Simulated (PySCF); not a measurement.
# CH4B2F2O2: NMR shifts at several levels of theory, part 1 of 2

Aim: compute the NMR shifts of CH4B2F2O2 (`OB(O)CB(F)F`) at several levels, and see how far they spread and what each costs.

The runs use PySCF 2.14.0, with density-fitted response routines of our own; the level of theory stands in each step. All values are computed, except where a source is named. Atoms are numbered from 0 throughout.

## 1. The starting structure

11 atoms, charge 0, multiplicity 1; geometry from: PBE0-D3(BJ)/def2-SVP.

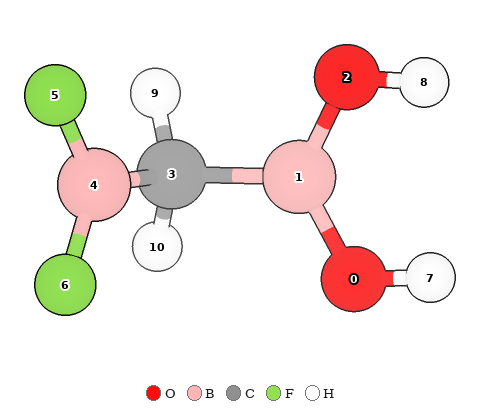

As it starts; oxygen red, boron pink, carbon grey, fluorine green, hydrogen white, atoms numbered; sticks join atoms by distance.

## 2. Nuclear shieldings: PBE0/6-31G*

The job: settings as JSON, then the geometry in Å.

```
{"job": {"kind": "nmr", "xc": "PBE0", "basis": "6-31G*", "pop": true}, "charge": 0, "multiplicity": 1}
O     -1.157882     0.129073    -1.452402
B     -0.796713     0.074057    -0.138032
O     -1.384964     0.810812     0.847616
C      0.394298    -0.880026     0.265309
B      1.700515    -0.042723     0.260996
F      2.158983     0.568363     1.343145
F      2.410483     0.141002    -0.841598
H     -1.865440     0.745715    -1.662104
H     -2.089553     1.399793     0.561482
H      0.208700    -1.278928     1.272526
H      0.464732    -1.688783    -0.476012
```

Level: GIAO PBE0/6-31G* NMR shielding, non-relativistic, gas phase.

Started as:

```
$ OMP_NUM_THREADS=1 python probes_run.py task.json out
```

This one command runs all jobs of the session in turn.

Output:

```text
coarse grid: 10088 points
cycle   1  E = -439.9420047852  dE =  9.320e-01  |g| = 1.048e+00  |ddm| = 3.161e+00
cycle   2  E = -439.8111126930  dE =  1.309e-01  |g| = 1.376e+00  |ddm| = 1.642e+00
cycle   3  E = -440.1412528146  dE = -3.301e-01  |g| = 8.885e-02  |ddm| = 9.489e-01
cycle   4  E = -440.1429555101  dE = -1.703e-03  |g| = 2.774e-02  |ddm| = 9.050e-02
cycle   5  E = -440.1431445377  dE = -1.890e-04  |g| = 4.713e-03  |ddm| = 2.455e-02
cycle   6  E = -440.1431490203  dE = -4.483e-06  |g| = 1.393e-03  |ddm| = 4.281e-03
final grid: 100736 points
cycle   7  E = -440.1118130919  dE = -3.290e-05  |g| = 5.877e-03  |ddm| = 1.889e-02
cycle   8  E = -440.1118086787  dE =  4.413e-06  |g| = 7.561e-03  |ddm| = 1.017e-02
cycle   9  E = -440.1118213123  dE = -1.263e-05  |g| = 6.049e-04  |ddm| = 5.478e-03
cycle  10  E = -440.1118213767  dE = -6.444e-08  |g| = 1.051e-04  |ddm| = 4.698e-04
cycle  11  E = -440.1118213789  dE = -2.161e-09  |g| = 2.669e-05  |ddm| = 9.314e-05
cycle  12  E = -440.1118213790  dE = -1.369e-10  |g| = 1.047e-05  |ddm| = 2.649e-05
converged SCF energy = -440.1118213790

GIAO shielding tensors (ppm)
atom      isotropic    diamagn.    paramagn.     s11        s22        s33       span
  0 O      223.648     387.326    -163.678    140.547    262.352    268.044    127.497
  1 B       87.291     199.292    -112.000     72.956     85.631    103.287     30.331
  2 O      224.402     387.525    -163.122    140.466    262.673    270.067    129.601
  3 C      191.012     257.226     -66.214    176.270    191.101    205.664     29.394
  4 B       86.729     196.965    -110.235     61.346     93.316    105.526     44.180
  5 F      257.512     467.768    -210.256     86.698    310.146    375.693    288.994
  6 F      257.690     467.971    -210.281     85.900    309.215    377.955    292.055
  7 H       29.354      28.490       0.864     24.408     24.825     38.827     14.419
  8 H       29.359      28.533       0.826     24.397     24.801     38.879     14.482
  9 H       31.456      31.132       0.325     28.527     29.115     36.727      8.200
 10 H       31.438      31.142       0.296     28.393     29.276     36.647      8.254
```

Wall time 12 s (1 thread of Arm Neoverse V2, shared host); peak memory 0.57 GiB.

Shifts follow as δ = σ(reference) − σ, with reference shieldings (ppm) from runs at the same level and on the same kind of geometry: 1H TMS 31.96, 13C TMS 194.1, 19F CFCl3 198.9, 17O H2O 324.2, 11B BF3·OEt2 112.3. The references are single molecules in the gas phase, so shifts against H2O, NH3, PH3, H3PO4 or CFCl3 are not on the usual liquid scales and can be off by tens of ppm. Atoms listed in one row are averaged.

```tsv
atoms	environment	σ (ppm)	δ (ppm)
C3	sp3 CH2 bonded to 2 B	191.0	3.1
H7, H8	hydrogen on an oxygen bonded to B	29.36	2.61
H9, H10	hydrogen on an sp3 CH2 bonded to 2 B	31.45	0.52
O0, O2	oxygen bonded to B, H	224.0	100.2
B4	boron bonded to C, 2 F	86.7	25.5
B1	boron bonded to C, 2 O	87.3	25.0
F5, F6	fluorine bonded to B	257.6	-58.7
```

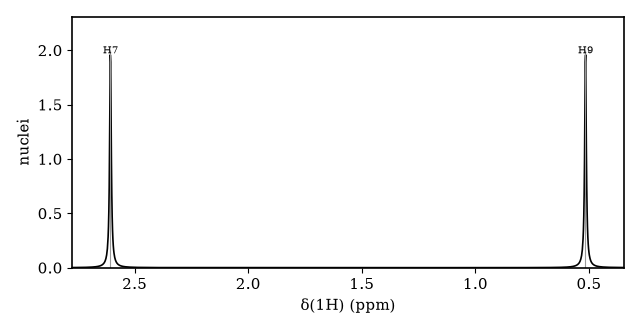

1H lines at the computed shifts, without couplings. Lines are broadened to a width of 0.01 ppm (Lorentzian).

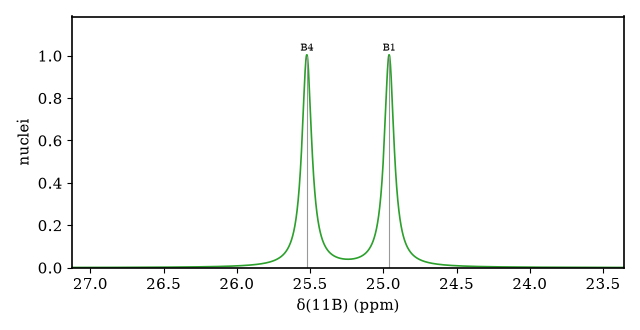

11B lines at the computed shifts, without couplings. Lines are broadened to a width of 0.08 ppm (Lorentzian).

The run also stored atomic charges by several schemes (e):

```tsv
atoms	Mulliken	IAO	Hirshfeld	ESP fit
O0, O2	-0.58	-0.54	-0.25	-0.64
B1	0.53	0.54	0.23	0.63
C3	-0.74	-0.62	-0.20	-0.60
B4	0.67	0.75	0.29	0.64
F5, F6	-0.26	-0.32	-0.14	-0.26
```

ESP fit charges:

```tsv
atom	value (e)
O0	-0.65
B1	0.63
O2	-0.64
C3	-0.60
B4	0.64
F5	-0.26
F6	-0.26
H7	0.41
H8	0.41
H9	0.15
H10	0.16
```

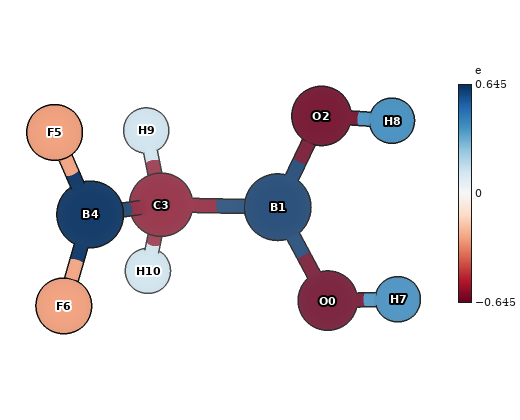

ESP fit charges, as colours on the atoms.

Mayer bond orders: O0–B1 1.23, B1–O2 1.22, B1–C3 0.94, C3–B4 0.97, B4–F5 1.17, B4–F6 1.17.

## 3. Shielding tensors: PBE0/6-311+G(2d,p)

Same as in step 2 but for these lines:

```diff
@@ -1,2 +1,2 @@
-{"job": {"kind": "nmr", "xc": "PBE0", "basis": "6-31G*", "pop": true}, "charge": 0, "multiplicity": 1}
+{"job": {"kind": "nmr", "xc": "PBE0", "basis": "6-311+G(2d,p)", "pop": true}, "charge": 0, "multiplicity": 1}
 O     -1.157882     0.129073    -1.452402
```

Method: GIAO PBE0/6-311+G(2d,p) NMR shielding, non-relativistic, gas phase.

Output:

```text
coarse grid: 10088 points
cycle   1  E = -440.0783959192  dE =  9.392e-01  |g| = 1.068e+00  |ddm| = 2.976e+00
cycle   2  E = -439.8947193337  dE =  1.837e-01  |g| = 1.519e+00  |ddm| = 1.566e+00
cycle   3  E = -440.2746861066  dE = -3.800e-01  |g| = 8.880e-02  |ddm| = 9.043e-01
cycle   4  E = -440.2761289846  dE = -1.443e-03  |g| = 3.722e-02  |ddm| = 9.224e-02
cycle   5  E = -440.2764505806  dE = -3.216e-04  |g| = 4.287e-03  |ddm| = 2.751e-02
cycle   6  E = -440.2764541564  dE = -3.576e-06  |g| = 1.011e-03  |ddm| = 4.261e-03
final grid: 100736 points
cycle   7  E = -440.2848834301  dE = -8.662e-05  |g| = 7.637e-03  |ddm| = 4.422e-02
cycle   8  E = -440.2848774119  dE =  6.018e-06  |g| = 9.296e-03  |ddm| = 9.868e-03
cycle   9  E = -440.2848936635  dE = -1.625e-05  |g| = 9.290e-04  |ddm| = 5.409e-03
cycle  10  E = -440.2848937819  dE = -1.184e-07  |g| = 3.562e-04  |ddm| = 6.880e-04
cycle  11  E = -440.2848938065  dE = -2.459e-08  |g| = 4.115e-05  |ddm| = 2.488e-04
cycle  12  E = -440.2848938067  dE = -2.279e-10  |g| = 2.113e-05  |ddm| = 3.912e-05
converged SCF energy = -440.2848938067

GIAO shielding tensors (ppm)
atom      isotropic    diamagn.    paramagn.     s11        s22        s33       span
  0 O      209.374     388.563    -179.189    121.481    245.702    260.939    139.458
  1 B       74.111     187.300    -113.189     59.053     71.248     92.031     32.978
  2 O      209.638     388.760    -179.122    120.244    247.802    260.869    140.625
  3 C      182.714     243.412     -60.698    164.949    183.835    199.358     34.409
  4 B       74.286     201.151    -126.865     46.209     81.659     94.989     48.780
  5 F      250.020     466.608    -216.587     86.211    303.458    360.392    274.181
  6 F      249.917     466.653    -216.736     85.252    302.263    362.236    276.984
  7 H       29.143      32.499      -3.356     23.820     24.795     38.815     14.995
  8 H       29.126      32.612      -3.486     23.809     24.759     38.812     15.003
  9 H       30.714      29.766       0.948     27.855     28.266     36.020      8.165
 10 H       30.698      29.846       0.852     27.737     28.422     35.934      8.197
```

Run time: 21 s. Hardware: 1 thread of Arm Neoverse V2, shared host; peak memory 0.94 GiB.

In short: δ C3 3.7, O0 117.1, B1 28.3, B4 28.1, H7 2.38, H9 0.80 ppm (means over like atoms).

## 4. NMR shieldings: PBE0/def2-SVP

Same as in step 3 but for these lines:

```diff
@@ -1,2 +1,2 @@
-{"job": {"kind": "nmr", "xc": "PBE0", "basis": "6-311+G(2d,p)", "pop": true}, "charge": 0, "multiplicity": 1}
+{"job": {"kind": "nmr", "xc": "PBE0", "basis": "def2-SVP", "pop": true}, "charge": 0, "multiplicity": 1}
 O     -1.157882     0.129073    -1.452402
```

Method: GIAO PBE0/def2-SVP NMR shielding, non-relativistic, gas phase.

Output:

```text
coarse grid: 10088 points
cycle   1  E = -439.5496196305  dE =  8.780e-01  |g| = 1.022e+00  |ddm| = 3.536e+00
cycle   2  E = -439.4143812520  dE =  1.352e-01  |g| = 1.361e+00  |ddm| = 1.926e+00
cycle   3  E = -439.7397275998  dE = -3.253e-01  |g| = 8.507e-02  |ddm| = 1.128e+00
cycle   4  E = -439.7412337769  dE = -1.506e-03  |g| = 2.843e-02  |ddm| = 9.294e-02
cycle   5  E = -439.7414350174  dE = -2.012e-04  |g| = 4.212e-03  |ddm| = 2.740e-02
cycle   6  E = -439.7414384100  dE = -3.393e-06  |g| = 1.390e-03  |ddm| = 4.070e-03
final grid: 100736 points
cycle   7  E = -439.8075046380  dE = -4.349e-05  |g| = 6.290e-03  |ddm| = 2.004e-02
cycle   8  E = -439.8074991350  dE =  5.503e-06  |g| = 8.206e-03  |ddm| = 1.130e-02
cycle   9  E = -439.8075136222  dE = -1.449e-05  |g| = 5.984e-04  |ddm| = 6.326e-03
cycle  10  E = -439.8075136865  dE = -6.421e-08  |g| = 1.389e-04  |ddm| = 5.790e-04
cycle  11  E = -439.8075136902  dE = -3.704e-09  |g| = 3.246e-05  |ddm| = 1.217e-04
cycle  12  E = -439.8075136903  dE = -1.860e-10  |g| = 1.345e-05  |ddm| = 3.537e-05
converged SCF energy = -439.8075136903

GIAO shielding tensors (ppm)
atom      isotropic    diamagn.    paramagn.     s11        s22        s33       span
  0 O      229.682     379.039    -149.358    143.508    267.812    277.725    134.218
  1 B       83.165     207.301    -124.136     67.516     82.432     99.548     32.032
  2 O      230.634     379.358    -148.724    143.600    267.969    280.334    136.735
  3 C      190.698     251.983     -61.285    173.548    192.448    206.099     32.551
  4 B       83.975     203.694    -119.718     56.025     92.446    103.455     47.429
  5 F      260.079     461.187    -201.109     89.853    308.788    381.596    291.743
  6 F      260.718     461.400    -200.682     89.605    308.561    383.988    294.383
  7 H       28.655      30.848      -2.194     23.196     23.895     38.872     15.676
  8 H       28.683      30.927      -2.243     23.232     23.885     38.934     15.702
  9 H       30.943      31.214      -0.271     27.808     28.449     36.572      8.764
 10 H       30.923      31.222      -0.298     27.695     28.582     36.493      8.799
```

Wall time 7 s (1 thread of Arm Neoverse V2, shared host); peak memory 0.61 GiB.

This run: δ C3 3.0, O0 112.9, B1 27.5, B4 26.7, H7 2.67, H9 0.41 ppm (means over like atoms).

## 5. Nuclear shieldings: PBE0/def2-TZVP

Same as in step 4 but for these lines:

```diff
@@ -1,2 +1,2 @@
-{"job": {"kind": "nmr", "xc": "PBE0", "basis": "def2-SVP", "pop": true}, "charge": 0, "multiplicity": 1}
+{"job": {"kind": "nmr", "xc": "PBE0", "basis": "def2-TZVP", "pop": true}, "charge": 0, "multiplicity": 1}
 O     -1.157882     0.129073    -1.452402
```

With the program's defaults for keys left out, this is: GIAO PBE0/def2-TZVP NMR shielding, non-relativistic, gas phase.

Output:

```text
coarse grid: 10088 points
cycle   1  E = -440.1292221540  dE =  9.313e-01  |g| = 1.077e+00  |ddm| = 2.602e+00
cycle   2  E = -439.9511707421  dE =  1.781e-01  |g| = 1.519e+00  |ddm| = 1.557e+00
cycle   3  E = -440.3267687765  dE = -3.756e-01  |g| = 8.728e-02  |ddm| = 9.791e-01
cycle   4  E = -440.3281466314  dE = -1.378e-03  |g| = 3.812e-02  |ddm| = 7.732e-02
cycle   5  E = -440.3284840081  dE = -3.374e-04  |g| = 4.225e-03  |ddm| = 2.491e-02
cycle   6  E = -440.3284874412  dE = -3.433e-06  |g| = 1.289e-03  |ddm| = 3.567e-03
final grid: 100736 points
cycle   7  E = -440.3255576730  dE = -1.419e-04  |g| = 6.825e-03  |ddm| = 5.509e-02
cycle   8  E = -440.3255533564  dE =  4.317e-06  |g| = 8.179e-03  |ddm| = 8.212e-03
cycle   9  E = -440.3255665124  dE = -1.316e-05  |g| = 8.087e-04  |ddm| = 4.506e-03
cycle  10  E = -440.3255665932  dE = -8.072e-08  |g| = 3.718e-04  |ddm| = 6.450e-04
cycle  11  E = -440.3255666184  dE = -2.520e-08  |g| = 3.566e-05  |ddm| = 2.458e-04
cycle  12  E = -440.3255666185  dE = -1.538e-10  |g| = 2.097e-05  |ddm| = 3.245e-05
converged SCF energy = -440.3255666185

GIAO shielding tensors (ppm)
atom      isotropic    diamagn.    paramagn.     s11        s22        s33       span
  0 O      211.254     384.715    -173.461    123.560    248.112    262.089    138.530
  1 B       74.429     197.501    -123.072     59.166     71.579     92.541     33.374
  2 O      211.694     384.800    -173.106    122.978    249.953    262.149    139.171
  3 C      183.586     248.208     -64.622    167.113    184.051    199.594     32.481
  4 B       74.721     198.314    -123.593     46.605     81.843     95.715     49.110
  5 F      247.778     464.980    -217.202     77.429    304.076    361.830    284.402
  6 F      247.858     464.836    -216.978     76.565    303.051    363.957    287.392
  7 H       29.071      29.884      -0.813     23.779     24.709     38.725     14.946
  8 H       29.070      29.905      -0.834     23.784     24.687     38.739     14.955
  9 H       30.739      30.216       0.524     27.940     28.292     35.985      8.045
 10 H       30.721      30.200       0.521     27.807     28.453     35.901      8.094
```

Run time: 34 s. Hardware: 1 thread of Arm Neoverse V2, shared host; peak memory 0.94 GiB.

In short: δ C3 3.1, O0 121.1, B1 28.2, B4 27.9, H7 2.41, H9 0.75 ppm (means over like atoms).

## 6. NMR shieldings: PBE0/cc-pVDZ

Same as in step 5 but for these lines:

```diff
@@ -1,2 +1,2 @@
-{"job": {"kind": "nmr", "xc": "PBE0", "basis": "def2-TZVP", "pop": true}, "charge": 0, "multiplicity": 1}
+{"job": {"kind": "nmr", "xc": "PBE0", "basis": "cc-pVDZ", "pop": true}, "charge": 0, "multiplicity": 1}
 O     -1.157882     0.129073    -1.452402
```

Level: GIAO PBE0/cc-pVDZ NMR shielding, non-relativistic, gas phase.

Output:

```text
coarse grid: 10088 points
cycle   1  E = -439.9604683105  dE =  9.607e-01  |g| = 1.033e+00  |ddm| = 6.595e+00
cycle   2  E = -439.8230556456  dE =  1.374e-01  |g| = 1.376e+00  |ddm| = 3.102e+00
cycle   3  E = -440.1536108040  dE = -3.306e-01  |g| = 8.721e-02  |ddm| = 1.725e+00
cycle   4  E = -440.1552152043  dE = -1.604e-03  |g| = 2.848e-02  |ddm| = 1.833e-01
cycle   5  E = -440.1554159735  dE = -2.008e-04  |g| = 4.544e-03  |ddm| = 5.337e-02
cycle   6  E = -440.1554197301  dE = -3.757e-06  |g| = 1.653e-03  |ddm| = 8.131e-03
final grid: 100736 points
cycle   7  E = -440.1564588593  dE = -4.331e-05  |g| = 5.606e-03  |ddm| = 4.524e-02
cycle   8  E = -440.1564550816  dE =  3.778e-06  |g| = 7.072e-03  |ddm| = 1.989e-02
cycle   9  E = -440.1564664961  dE = -1.141e-05  |g| = 6.400e-04  |ddm| = 1.089e-02
cycle  10  E = -440.1564665636  dE = -6.748e-08  |g| = 1.445e-04  |ddm| = 1.023e-03
cycle  11  E = -440.1564665674  dE = -3.834e-09  |g| = 3.487e-05  |ddm| = 2.380e-04
cycle  12  E = -440.1564665677  dE = -2.262e-10  |g| = 1.391e-05  |ddm| = 6.772e-05
converged SCF energy = -440.1564665677

GIAO shielding tensors (ppm)
atom      isotropic    diamagn.    paramagn.     s11        s22        s33       span
  0 O      227.822     377.094    -149.272    141.472    267.544    274.449    132.976
  1 B       86.366     209.979    -123.613     70.600     83.522    104.976     34.376
  2 O      228.685     377.359    -148.674    141.372    267.759    276.924    135.552
  3 C      192.803     252.892     -60.090    177.475    193.597    207.336     29.860
  4 B       87.383     207.329    -119.946     57.879     99.315    104.955     47.076
  5 F      255.066     460.538    -205.472     80.351    308.876    375.972    295.621
  6 F      255.557     460.838    -205.282     79.647    308.290    378.732    299.086
  7 H       28.918      31.354      -2.436     23.647     24.254     38.854     15.207
  8 H       28.938      31.426      -2.488     23.673     24.237     38.904     15.231
  9 H       30.944      31.374      -0.430     27.984     28.509     36.339      8.355
 10 H       30.932      31.376      -0.445     27.885     28.647     36.264      8.379
```

Wall time 7.5 s (1 thread of Arm Neoverse V2, shared host); peak memory 0.64 GiB.

Key values: δ C3 4.0, O0 115.1, B1 27.5, B4 26.4, H7 2.36, H9 0.35 ppm (means over like atoms).

## 7. Nuclear shieldings: PBE0/cc-pVTZ

Same as in step 6 but for these lines:

```diff
@@ -1,2 +1,2 @@
-{"job": {"kind": "nmr", "xc": "PBE0", "basis": "cc-pVDZ", "pop": true}, "charge": 0, "multiplicity": 1}
+{"job": {"kind": "nmr", "xc": "PBE0", "basis": "cc-pVTZ", "pop": true}, "charge": 0, "multiplicity": 1}
 O     -1.157882     0.129073    -1.452402
```

With the program's defaults for keys left out, this is: GIAO PBE0/cc-pVTZ NMR shielding, non-relativistic, gas phase.

Output:

```text
coarse grid: 10088 points
cycle   1  E = -440.1235234335  dE =  9.238e-01  |g| = 1.075e+00  |ddm| = 6.845e+00
cycle   2  E = -439.9554138408  dE =  1.681e-01  |g| = 1.508e+00  |ddm| = 3.060e+00
cycle   3  E = -440.3192071519  dE = -3.638e-01  |g| = 8.468e-02  |ddm| = 1.794e+00
cycle   4  E = -440.3205311278  dE = -1.324e-03  |g| = 3.646e-02  |ddm| = 1.814e-01
cycle   5  E = -440.3208359606  dE = -3.048e-04  |g| = 4.302e-03  |ddm| = 6.036e-02
cycle   6  E = -440.3208393068  dE = -3.346e-06  |g| = 1.538e-03  |ddm| = 7.589e-03
final grid: 100736 points
cycle   7  E = -440.3077840148  dE = -1.479e-04  |g| = 6.609e-03  |ddm| = 9.949e-02
cycle   8  E = -440.3077795786  dE =  4.436e-06  |g| = 8.027e-03  |ddm| = 2.062e-02
cycle   9  E = -440.3077926150  dE = -1.304e-05  |g| = 8.170e-04  |ddm| = 1.138e-02
cycle  10  E = -440.3077926938  dE = -7.882e-08  |g| = 3.660e-04  |ddm| = 1.365e-03
cycle  11  E = -440.3077927173  dE = -2.349e-08  |g| = 3.852e-05  |ddm| = 5.100e-04
cycle  12  E = -440.3077927175  dE = -1.713e-10  |g| = 2.216e-05  |ddm| = 6.665e-05
converged SCF energy = -440.3077927175

GIAO shielding tensors (ppm)
atom      isotropic    diamagn.    paramagn.     s11        s22        s33       span
  0 O      213.210     378.344    -165.134    125.514    250.193    263.923    138.410
  1 B       75.082     199.120    -124.038     60.245     71.914     93.088     32.843
  2 O      213.719     378.675    -164.956    124.970    251.888    264.299    139.329
  3 C      183.720     249.970     -66.250    167.278    183.907    199.974     32.695
  4 B       75.304     196.237    -120.933     48.043     82.051     95.818     47.775
  5 F      247.979     467.313    -219.334     78.331    306.737    358.870    280.539
  6 F      248.107     467.654    -219.547     77.501    305.797    361.023    283.522
  7 H       28.597      30.958      -2.361     23.127     24.040     38.623     15.496
  8 H       28.599      31.008      -2.410     23.135     24.018     38.643     15.507
  9 H       30.536      30.726      -0.190     27.651     28.020     35.939      8.288
 10 H       30.522      30.725      -0.203     27.531     28.183     35.852      8.321
```

Run time: 33 s. Hardware: 1 thread of Arm Neoverse V2, shared host; peak memory 1 GiB.

Key values: δ C3 3.6, O0 121.4, B1 27.7, B4 27.5, H7 2.69, H9 0.76 ppm (means over like atoms).

## 8. Nuclear shieldings: PBE0/aug-cc-pVDZ

Same as in step 7 but for these lines:

```diff
@@ -1,2 +1,2 @@
-{"job": {"kind": "nmr", "xc": "PBE0", "basis": "cc-pVTZ", "pop": true}, "charge": 0, "multiplicity": 1}
+{"job": {"kind": "nmr", "xc": "PBE0", "basis": "aug-cc-pVDZ", "pop": true}, "charge": 0, "multiplicity": 1}
 O     -1.157882     0.129073    -1.452402
```

Method: GIAO PBE0/aug-cc-pVDZ NMR shielding, non-relativistic, gas phase.

Output:

```text
coarse grid: 10088 points
cycle   1  E = -440.0070740473  dE =  9.506e-01  |g| = 9.939e-01  |ddm| = 8.161e+00
cycle   2  E = -439.8428547318  dE =  1.642e-01  |g| = 1.395e+00  |ddm| = 3.051e+00
cycle   3  E = -440.1891160365  dE = -3.463e-01  |g| = 8.512e-02  |ddm| = 1.665e+00
cycle   4  E = -440.1905496068  dE = -1.434e-03  |g| = 3.075e-02  |ddm| = 1.932e-01
cycle   5  E = -440.1907814053  dE = -2.318e-04  |g| = 3.613e-03  |ddm| = 6.233e-02
cycle   6  E = -440.1907842868  dE = -2.882e-06  |g| = 7.052e-04  |ddm| = 7.189e-03
final grid: 100736 points
cycle   7  E = -440.1918825137  dE = -4.765e-05  |g| = 6.337e-03  |ddm| = 1.293e-01
cycle   8  E = -440.1918774924  dE =  5.021e-06  |g| = 8.069e-03  |ddm| = 2.412e-02
cycle   9  E = -440.1918918089  dE = -1.432e-05  |g| = 7.239e-04  |ddm| = 1.232e-02
cycle  10  E = -440.1918919016  dE = -9.269e-08  |g| = 1.563e-04  |ddm| = 1.199e-03
cycle  11  E = -440.1918919063  dE = -4.754e-09  |g| = 3.099e-05  |ddm| = 2.958e-04
cycle  12  E = -440.1918919065  dE = -1.741e-10  |g| = 1.489e-05  |ddm| = 6.982e-05
converged SCF energy = -440.1918919065

GIAO shielding tensors (ppm)
atom      isotropic    diamagn.    paramagn.     s11        s22        s33       span
  0 O      223.342     371.874    -148.532    139.780    259.606    270.640    130.860
  1 B       82.334     196.069    -113.736     66.021     80.012    100.968     34.947
  2 O      223.813     372.234    -148.421    139.076    261.582    270.782    131.707
  3 C      192.040     189.708       2.332    177.701    192.786    205.632     27.931
  4 B       84.511     200.647    -116.136     55.858     90.814    106.861     51.003
  5 F      261.296     463.931    -202.634    101.340    310.529    372.019    270.679
  6 F      261.533     463.551    -202.018    100.914    309.553    374.133    273.218
  7 H       28.887      31.353      -2.466     23.507     24.395     38.758     15.252
  8 H       28.871      31.800      -2.929     23.495     24.360     38.758     15.263
  9 H       30.579      32.043      -1.464     27.776     28.093     35.869      8.093
 10 H       30.563      32.201      -1.638     27.638     28.272     35.779      8.140
```

It took 17 s on 1 thread of Arm Neoverse V2, shared host; peak memory 0.93 GiB.

Key values: δ C3 3.1, O0 112.3, B1 27.8, B4 25.7, H7 2.52, H9 0.82 ppm (means over like atoms).

(Continued in part 2 of 2.)
